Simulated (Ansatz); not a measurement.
**Fields on a plane of PbSe (rock salt)**

```
CELL_PARAMETERS angstrom
      0.00000     3.08901     3.08901
      3.08901     0.00000     3.08901
      3.08901     3.08901     0.00000
ATOMIC_POSITIONS crystal
  Se 0.00000 0.00000 0.00000
  Pb 0.50000 0.50000 0.50000
```

The slice is a {110} plane (indices of the conventional cell) through the point (0.000, 0.000, 0.000) (fractional), spanned by u = [100] and v = [1 -1 -1] in vectors of this cell: u (4.37 Å) and v (6.18 Å, at 90° to u). It covers one period; positions are fractions (u, v).

Atoms on it: Se at (0.00, 0.00); Pb at (0.00, 0.50).

Calculation: r2SCAN (plane waves to 500 eV, PAW, scalar-relativistic; Ansatz, a first-principles code). k mesh 9×9×9. Inside the PAW spheres the values are not all-electron values, and peaks at nuclei hang on which shells count as valence. PbSe was relaxed with its symmetry unable to fall. Spin-orbit coupling is left out, though Pb is heavy.

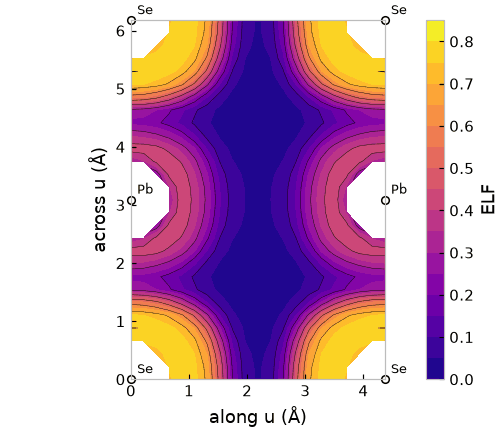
*Electron localisation function (ELF), one period of the plane, atoms marked. Points within 0.5 Å of a nucleus are left white, as the pseudised field means little there.*

| v \ u | 0.00 | 0.10 | 0.20 | 0.30 | 0.40 | 0.50 | 0.60 | 0.70 | 0.80 | 0.90 |
|---|---|---|---|---|---|---|---|---|---|---|
| 0.93 | x | x | x | 5.0 | 6.4 | 6.3 | 6.4 | 5.0 | x | x |
| 0.86 | x | x | 3.4 | 6.2 | 6.6 | 6.6 | 6.6 | 6.2 | 3.3 | x |
| 0.79 | 3.3 | 4.2 | 5.7 | 6.5 | 6.7 | 6.7 | 6.7 | 6.5 | 5.7 | 4.2 |
| 0.71 | 0.6 | 1.7 | 4.0 | 5.7 | 6.5 | 6.7 | 6.5 | 5.7 | 4.0 | 1.7 |
| 0.64 | x | x | -1.2 | 3.8 | 6.0 | 6.6 | 6.0 | 3.8 | -1.2 | x |
| 0.57 | x | x | x | 1.4 | 5.4 | 6.3 | 5.4 | 1.3 | x | x |
| 0.50 | x | x | x | 0.2 | 5.2 | 6.2 | 5.2 | 0.2 | x | x |
| 0.43 | x | x | x | 1.3 | 5.4 | 6.3 | 5.4 | 1.4 | x | x |
| 0.36 | x | x | -1.2 | 3.8 | 6.0 | 6.6 | 6.0 | 3.8 | -1.2 | x |
| 0.29 | 0.6 | 1.7 | 4.0 | 5.7 | 6.5 | 6.7 | 6.5 | 5.7 | 4.0 | 1.7 |
| 0.21 | 3.3 | 4.2 | 5.7 | 6.5 | 6.7 | 6.7 | 6.7 | 6.5 | 5.7 | 4.2 |
| 0.14 | x | x | 3.3 | 6.2 | 6.6 | 6.6 | 6.6 | 6.2 | 3.4 | x |
| 0.07 | x | x | x | 5.0 | 6.4 | 6.3 | 6.4 | 5.0 | x | x |
| 0.00 | x | x | x | 4.2 | 6.2 | 6.2 | 6.2 | 4.2 | x | x |

Values: electrostatic potential energy of an electron, from the cell's mean, in eV. Points within 1 Å of a nucleus are blanked (x), as the pseudised field means little there. Values under -2 eV are set to -2. The zero, the cell's mean, hangs on the PAW cores.

The density on the Se–Pb line (3.09 Å) at its midpoint is 0.20 e/Å³ and the ELF at that point is 0.28.
